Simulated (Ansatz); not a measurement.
## Electronic structure of C3H12GaP in real space

```xyz
17

C    -0.4564    1.0152   -1.8109
Ga    0.3635   -0.1010   -0.3798
C     1.9401    0.6207    0.6004
C     0.1147   -2.0755   -0.4548
P    -1.4403    0.3932    1.5017
H     0.1545    0.9471   -2.7166
H    -0.5077    2.0712   -1.5345
H    -1.4622    0.6781   -2.0738
H     1.8302    1.6820    0.8369
H     2.1341    0.0786    1.5293
H     2.8322    0.5198   -0.0257
H     0.3352   -2.5573    0.5011
H     0.8007   -2.4982   -1.1956
H    -0.8981   -2.3542   -0.7561
H    -2.5386    1.2387    1.2297
H    -2.1760   -0.6659    2.0782
H    -1.0448    1.0072    2.7107
```

Geometry: PBE0-D4/def2-TZVP.

These are results of RKS PBE0-D4/def2-TZVPP in Ansatz, not measurements.

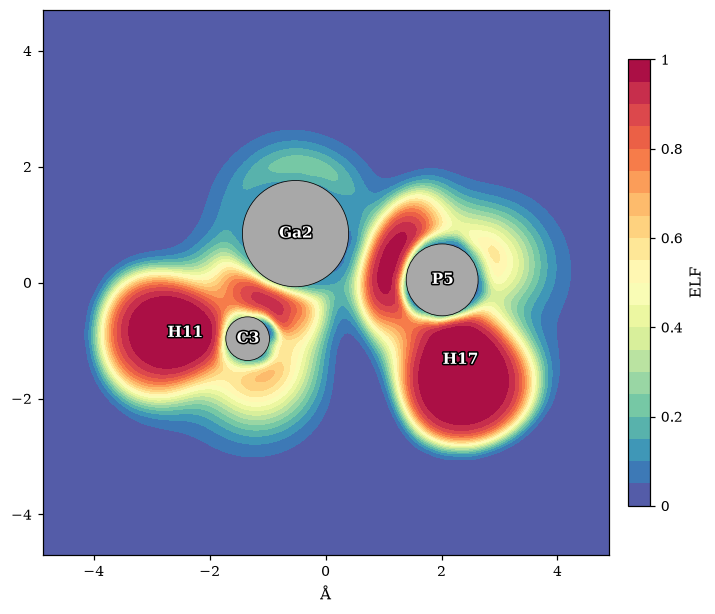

Figure 1. Electron localisation function on the plane of atoms Ga2, C3 and H11. Grey discs cover the atomic cores.

What do the fields say about this system?

Answer. Atoms in the plane: Ga, C, P and H. C–Ga (1.99 Å): the ELF peaks at about 0.90 in the valence shell of C, 0.7 Å from its nucleus, and is about 0.55 at the midpoint. Ga–P (2.65 Å): the ELF peaks at about 1 in the valence shell of P, 1.0 Å from its nucleus, and is about 0.70 at the midpoint. C–H (1.09 Å): the ELF climbs to about 1 towards the hydrogen, as it does in any bond to H: an ordinary covalent bond to hydrogen. P–H (1.41 Å): the ELF climbs to about 1 towards the hydrogen.

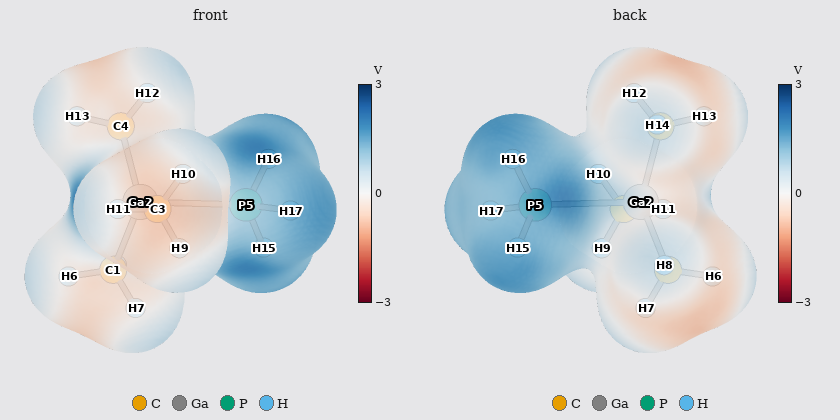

Figure 2. The molecular electrostatic potential painted on the density surface at 0.004 e/bohr³, seen from the front and from behind; the colour scale runs from red (negative) to blue (positive).

Describe the electrostatic potential map.

Answer. The most negative region (about −0.8 V, or −18 kcal/mol for a unit charge) lies over C1, C3 and C4, the most positive (about +2.0 V, or +46 kcal/mol for a unit charge) over Ga2 and P5.

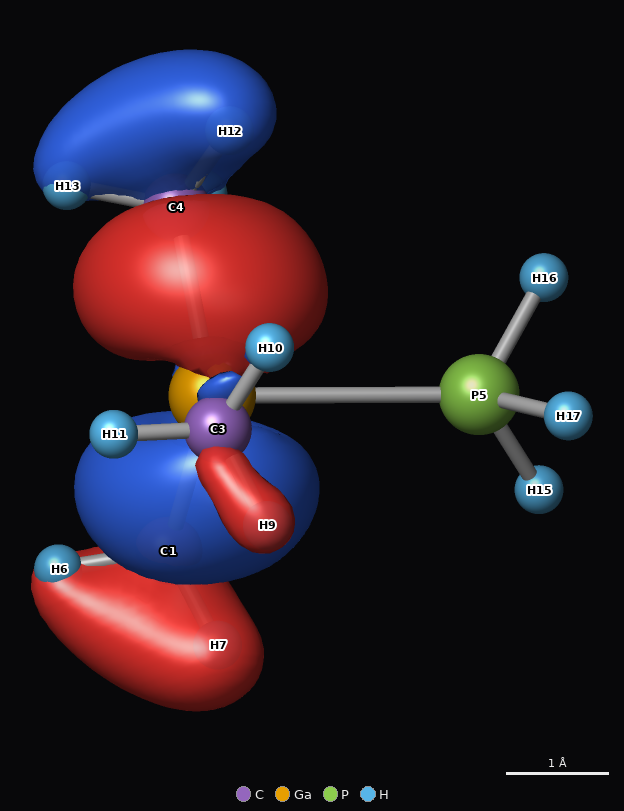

Figure 3. The HOMO at ±0.1 Å⁻³ᐟ² (blue and red are the two phases), seen across its widest extent.

Describe this orbital and give its energy.

Answer. Its weight (Hirshfeld) is mainly on C1 (about 30 %), C4 (about 30 %) and Ga2 (about 20 %). It is one of a degenerate set, so its orientation is arbitrary. Its energy is −6.97 eV.
